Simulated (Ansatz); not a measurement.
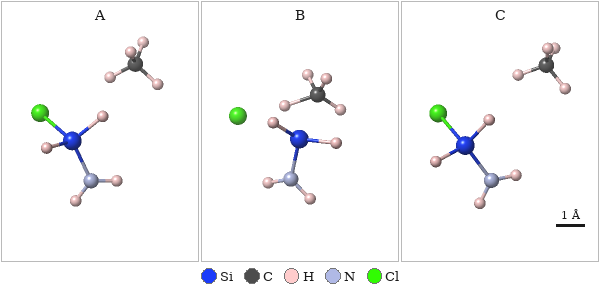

3 geometries from a converged minimum-energy path of CH₈ClNSi, made up at the start of CH7NSi and HCl, shuffled. The picture is a ball-and-stick view, seen at a tilt.

Level of theory: RHF/def2-SVP in Ansatz 0.2.0. Settings: 7 movable images; climbing image; force threshold 0.05 eV/Å; iteration limit 60; starting path through a guess of the saddle point.

**One of them is the converged climbing image. Which?**

B. In order along the path, whose images run from 0 to 8: B (image 3, +2.14 eV), A (image 6, −1.18 eV), C (image 7, −1.24 eV). Breaking: Cl–H (1.27 → 3.31 Å), C–Si (1.88 → 4.77 Å). Forming: C–H (4.03 → 1.09 Å), Cl–Si (4.06 → 2.09 Å).

Limits of the set-up: the start holds two separate molecules, 2.7 Å apart at their closest, whose relative position is a soft coordinate and is computed without a dispersion correction; Hartree-Fock leaves out electron correlation.

The run took 2.3 min on 2 threads of AMD EPYC 7B13 (Zen 3) (shared host), peak memory 0.23 GiB.
